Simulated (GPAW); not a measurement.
The O K edge of atom 2 in ScHO2 (R-3m), with 1 H at 1.22 Å and 3 Sc at 2.14 Å (distorted tetrahedral, site symmetry 3m), was computed in 2 ways: full core hole (charged cell) and no core hole. Program and functional: GPAW, LDA, Gaussian full width 0.9 eV up to 4 eV, rising linearly to 3.5 eV at 25 eV; cells of 4 and 28 atoms (the run without a hole in the smaller).

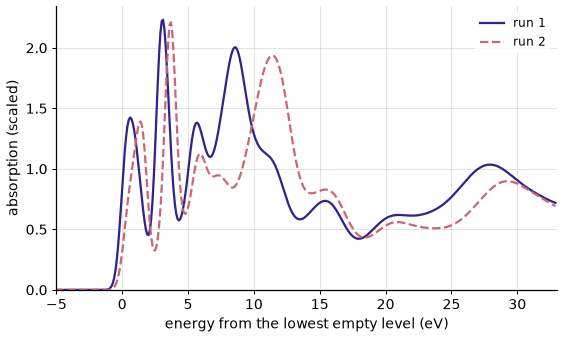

Each run is counted from its own lowest empty level or Fermi level and scaled to a mean of 1 over its first 20 eV.

Which run is which?

Run 1: full core hole (charged cell) (area from −2 to 6 eV 7.1, main maxima 0.6 eV (1.42), 3.1 eV (2.23), 5.7 eV (1.38) and 8.6 eV (2.01)). Run 2: no core hole (area from −2 to 6 eV 6.2, main maxima 1.4 eV (1.39), 3.7 eV (2.21), 5.9 eV (1.13) and 11.4 eV (1.94)). With each curve scaled to its own mean, the area from −2 to 6 eV with the hole is 7.1 against 6.2, and the centre of weight from −1 to 20 eV moves by -0.9 eV; the shape changes all the same, by 50 % r.m.s.

[Hosts, paths, dates, database ids (printed as entryN), source tags and the programs' standing remarks are cut or masked in the printed files.]

[Lists of maxima count a maximum above −3 eV only where it reaches 4 % of the highest in the window and stands out from its surroundings by 2 % of it (1.5 % where it reaches 55 %); shoulders and weaker maxima are passed over, and of the rest the first, up to two pre-edge ones and the few strongest are named.]
